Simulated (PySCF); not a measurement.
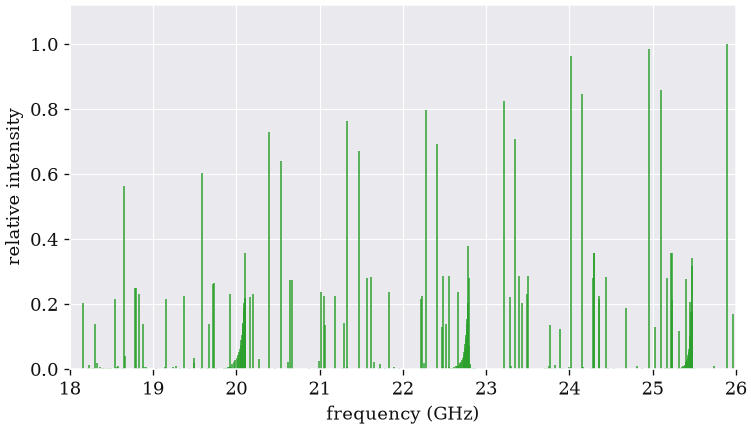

Simulated rotational absorption lines between 18 and 26 GHz at 5 K: rigid rotor with the equilibrium constants and dipole of one optimised conformer (PBE0-D3(BJ)/def2-SVP, PySCF), commonest isotopes; no centrifugal distortion, hyperfine structure, internal rotation or nuclear-spin weights; lines within 1 MHz of each other are summed.

**Which molecule gives this spectrum?**
A. C₁₃H₁₂, SMILES C#C[C@@]1(C)C[C@]12C=CC=C2C#CC
B. C₇H₅F₃O, SMILES FC1=C(C(F)F)[C@@H]2C=C[C@H]1O2
C. C₉H₂₀OSi, SMILES C[Si](C)(C)OC1CCCCC1
D. C₈H₁₉ClS₂Si (HSiCl(SBu)2), SMILES CCCCS[SiH](Cl)SCCCC

Option C. Rotational constants A, B, C = 1.811, 0.4889, 0.4520 GHz, |μa|, |μb|, |μc| = 0.02, 0.10, 0.94 D.

Caveats: coarse grid, loose stop and no frequency check, small forces are noise and the end may be a saddle.
